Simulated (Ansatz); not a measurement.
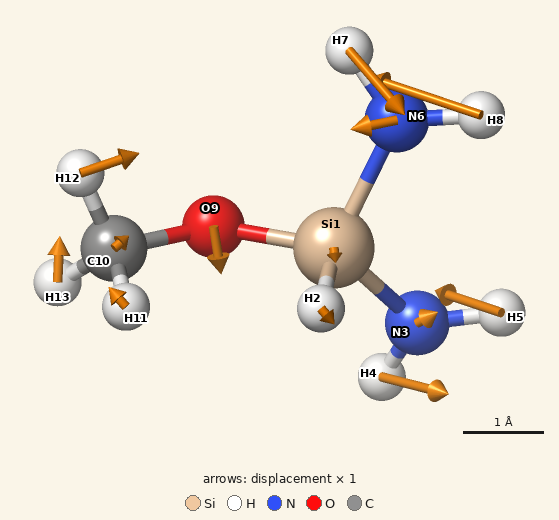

This is a relaxation of CH$_{8}$N$_{2}$OSi. The starting structure is drawn; orange arrows show the displacements, at their true length. The two geometries are superimposed by the best rigid fit.

The picture is a ball-and-stick view, seen at a tilt.

The run prepares the start of a later molecular dynamics calculation, from a guessed geometry.

Level of theory: Ansatz 0.2.0, RKS CAM-B3LYP/STO-3G.

The input:
```yaml
crystal:
  periodic: [false, false, false]
  atoms:
    - { symbol: Si, position_ang: [0.0, 0.0, 0.0] }
    - { symbol: H, position_ang: [0.0, 0.0, 1.46] }
    - { symbol: "N", position_ang: [1.7163, 0.0, -0.6061] }
    - { symbol: H, position_ang: [2.2145, -0.918, -0.7868] }
    - { symbol: H, position_ang: [2.2175, 0.918, -0.7783] }
    - { symbol: "N", position_ang: [-0.8572, 1.4851, -0.6061] }
    - { symbol: H, position_ang: [-1.8773, 1.43, -0.8888] }
    - { symbol: H, position_ang: [-0.3367, 2.4058, -0.6766] }
    - { symbol: O, position_ang: [-0.7913, -1.3709, -0.5594] }
    - { symbol: C, position_ang: [-1.5365, -2.2685, 0.2501] }
    - { symbol: H, position_ang: [-1.2251, -2.1576, 1.3097] }
    - { symbol: H, position_ang: [-2.6187, -2.04, 0.1571] }
    - { symbol: H, position_ang: [-1.349, -3.3106, -0.083] }
basis:
  gaussian: { orbitals: STO-3G }
hamiltonian:
  xc: cam_b3lyp
relax:
  f_tol: 0.02
  max_steps: 40
```

Command:
```bash
ansatz run input.yaml --threads 1 --pin off --max-ram 2048MiB --backend cpu --events-out ev --progress --plain --runs-dir out
```

Question: Atoms of which element are displaced furthest, and by how much?

Answer: Hydrogen: up to 1.67 Å, against 0.64 Å for oxygen.

Question: What happened in the run?

Answer: H8 moves most after the best rigid fit: 1.67 Å. By element the largest moves are H 1.67 Å, O 0.64 Å, N 0.61 Å, C 0.26 Å, Si 0.20 Å. Near-neighbour distances that change, for instance: Si1–N3 1.820 → 1.739 Å, O9–C10 1.420 → 1.452 Å, Si1–O9 1.679 → 1.705 Å, N3–H4 1.060 → 1.038 Å. Bond angles that change, for instance: Si1–O9–C10 125.0° → 111.5°, H4–N3–H5 120.0° → 107.0°, Si1–N3–H4 120.0° → 115.1°. Groups turn about Si1–O9 by about 50°, O9–C10 by about 45°. After 33 accepted moves (39 points after the start) the energy has fallen by 1.026 eV. The largest force component goes from 2.1 to 0.02 eV/Å. The line search rejected the trial steps at points 10, 19, 29, 33, 36, 38 of the run. The run took 110 s on 1 thread of Arm Neoverse V2 (shared host), peak memory 0.15 GiB.

Limits of the set-up: STO-3G is a minimal basis, so the numbers are rough.
